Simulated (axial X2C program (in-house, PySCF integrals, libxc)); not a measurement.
# Linear FInF at several levels

Aim: the two bond lengths and stretching wavenumbers of linear FInF, with and without spin–orbit coupling, at PBE0, HF, PBE, MP2.

Method: all-electron X2C, two-component (2c) or spin-free, F dyall-av3z, In dyall-v3z; program: an in-house X2C program for linear molecules on PySCF integrals.

All values are calculated.

1 further run of the same task is left out (set aside as unsound or not needed).

## 1. Set-up

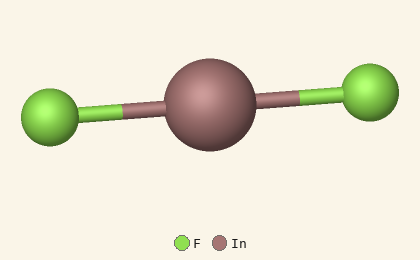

The atoms on one line, bonds 2.060 and 2.060 Å (fluorine green, indium brown).

The input, task.json:

```json
{
 "zs": [
  9,
  49,
  9
 ],
 "q": 0,
 "bas": [
  "dyall-av3z",
  "dyall-v3z",
  "dyall-av3z"
 ],
 "r0": [
  2.06,
  2.06
 ],
 "symm": 1,
 "scan": [
  "PBE0",
  "HF",
  "PBE"
 ],
 "levels": [
  "PBE0",
  "HF",
  "BHandHLYP"
 ],
 "nst": 2
}
```

Keys: zs atomic numbers; q charge; bas basis sets; r0 starting distance in Å; symm equal bonds; scan levels of the two-bond scan (MP2 follows by itself at each HF point); levels methods; nst determinants followed.

Launch:

```sh
python solin.py task.json out
```

Masses F 18.998, In 114.904, F 18.998 u.

## 2. Scan at PBE0, 2c

State: Ω = 1/2 (beyond evenly filled blocks: ω = 1/2). Energies above the lowest point, from the job's result record:

```csv
r(F–In) (Å),r(In–F) (Å),E (meV)
1.9510,1.9510,52.61
1.9510,2.0010,25.03
1.9510,2.0510,35.84
2.0010,1.9510,25.03
2.0010,2.0010,0.00
2.0010,2.0510,13.36
2.0010,2.1010,55.61
2.0510,1.9510,35.84
2.0510,2.0010,13.36
2.0510,2.0510,29.25
2.1010,2.0010,55.61
2.1010,2.1010,121.13
```

A quadratic surface with cubic terms in each bond gives the minimum at 2.006 and 2.006 Å, force constants 2.39, 2.39 and coupling 0.16 mdyn/Å.

## 3. Scan at HF, 2c

State: Ω = 1/2 (beyond evenly filled blocks: ω = 1/2). Energies above the lowest point, from the job's result record:

```csv
r(F–In) (Å),r(In–F) (Å),E (meV)
1.9510,1.9510,19.12
1.9510,2.0010,7.97
1.9510,2.0510,36.33
2.0010,1.9510,7.97
2.0010,2.0010,0.00
2.0010,2.0510,31.63
2.0010,2.1010,93.03
2.0510,1.9510,36.33
2.0510,2.0010,31.63
2.0510,2.0510,66.56
2.1010,2.0010,93.03
2.1010,2.1010,199.24
```

A quadratic surface with cubic terms in each bond gives the minimum at 1.986 and 1.986 Å, force constants 2.73, 2.73 and coupling 0.21 mdyn/Å.

## 4. Scan at PBE, 2c

State: Ω = 1/2 (beyond evenly filled blocks: ω = 1/2). Energies above the lowest point, from the job's result record:

```csv
r(F–In) (Å),r(In–F) (Å),E (meV)
1.9510,1.9510,112.21
1.9510,2.0010,62.48
1.9510,2.0510,52.12
2.0010,1.9510,62.48
2.0010,2.0010,14.75
2.0010,2.0510,6.39
2.0010,2.1010,28.01
2.0510,1.9510,52.12
2.0510,2.0010,6.39
2.0510,2.0510,0.00
2.1010,2.0010,28.01
2.1010,2.1010,48.94
```

A quadratic surface with cubic terms in each bond gives the minimum at 2.036 and 2.036 Å, force constants 2.1, 2.1 and coupling 0.13 mdyn/Å.

## 5. Comparison

| level | r(F–In) (Å) | r(In–F) (Å) | lower stretch (cm⁻¹) | upper stretch (cm⁻¹) |
| --- | --- | --- | --- | --- |
| PBE0, 2c | 2.006 | 2.006 | 477.8 | 515.3 |
| HF, 2c | 1.986 | 1.986 | 512.4 | 547.3 |
| PBE, 2c | 2.036 | 2.036 | 446.1 | 484.8 |
| MP2, 2c | 1.998 | 1.998 | 501.6 | 543.7 |
| PBE0, spin-free | 2.006 | 2.006 | 477.8 | 515.5 |
| HF, spin-free | 1.985 | 1.985 | 512.5 | 547.5 |
| PBE, spin-free | 2.035 | 2.035 | 446.1 | 485.0 |
| MP2, spin-free | 1.997 | 1.997 | 501.5 | 543.8 |

Scans not shown above were run alike.

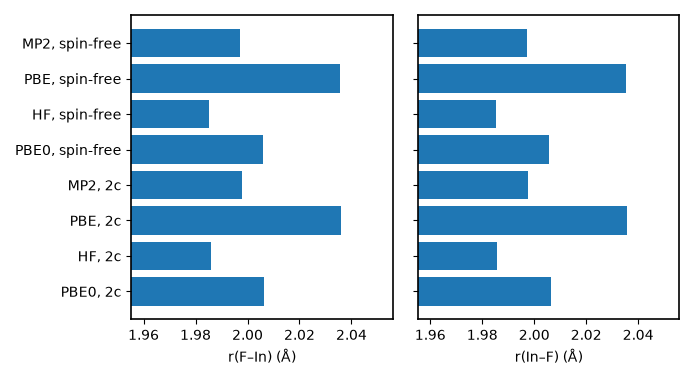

The two bond lengths by level.

What this shows: Over the levels the F–In bond spans 1.985 to 2.036 Å and the In–F bond 1.985 to 2.036 Å. At PBE0 spin–orbit coupling leaves both bonds unchanged to 0.001 Å. Each state is one determinant, the lowest of a limited PBE0 search; the stretches come from a fit to few points and are good to some per cent at best. The stretches are sorted by size, and where the two bonds are alike the symmetric and antisymmetric modes can swap order between levels. MP2 freezes inner shells (threshold -2 hartree). The molecule was held linear; bending was not examined, so a bent shape may lie lower.
